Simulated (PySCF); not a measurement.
# C6H5F2O2 (doublet): what the fields show

Input file:

```
{"job": {"kind": "epr", "basis": "pcH-1"}, "charge": 0, "multiplicity": 2}
C      2.896505    -0.732851    -0.234687
C      1.777469    -0.316486    -0.169945
C      0.411459     0.162519    -0.095793
C     -0.204810    -0.106529     1.278434
O     -1.590637     0.287235     1.296856
C     -2.214862     0.467520     0.139348
F     -2.545379     1.788150    -0.072683
O     -1.809381    -0.102891    -1.018513
C     -0.490139    -0.554373    -1.109447
F     -0.472169    -1.903997    -0.854022
H      3.882768    -1.085970    -0.289066
H      0.379318     1.236788    -0.319403
H      0.286562     0.469085     2.066445
H     -0.142547    -1.175194     1.513419
H     -0.168571    -0.436329    -2.152855
```

Command:

```sh
OMP_NUM_THREADS=1 python probes_run.py task.json out
```

Geometry: GFN2-xTB.

Theory: PySCF, UKS B3LYP, pcH-1 on C F H O, non-relativistic, mean-field spin-orbit, GIAO.

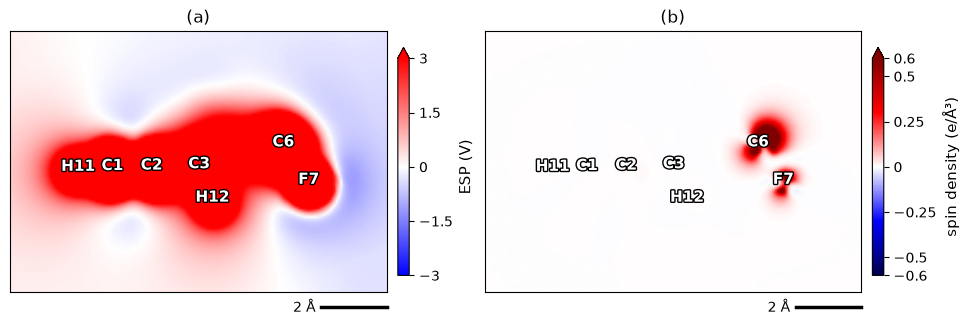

Figure 1. (a) molecular electrostatic potential; (b) spin density on the plane of atoms C2, C3 and H12.

Read the bonding off the picture.

- The plane passes through C, F and H nuclei.
- The unpaired spin (1 electron) lies mostly on C6 (about 0.6), F7 (about 0.1), O5 (about 0.1) and O8 (about 0.1), in electrons by Hirshfeld's partition.
- Outside the dense part of the molecule the potential is most negative (−1.1 V) near F7.

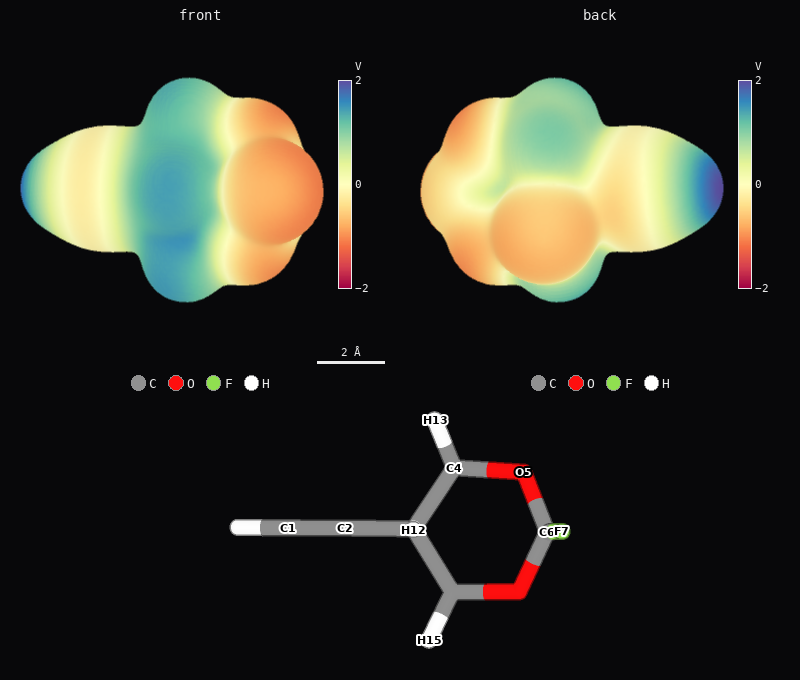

Figure 2. The electrostatic potential painted on the density surface at 0.002 e/bohr³, seen from the front and from behind; the colour scale runs from red (negative) to blue (positive). The bare structure is drawn below in the same view.

Which sites attract a positive test charge, and which a negative one?

A positive charge is drawn to the negative regions and a negative charge to the positive ones. The most negative region (about −1.1 V) lies over O5 and F7, the most positive (about +1.9 V) over H11.
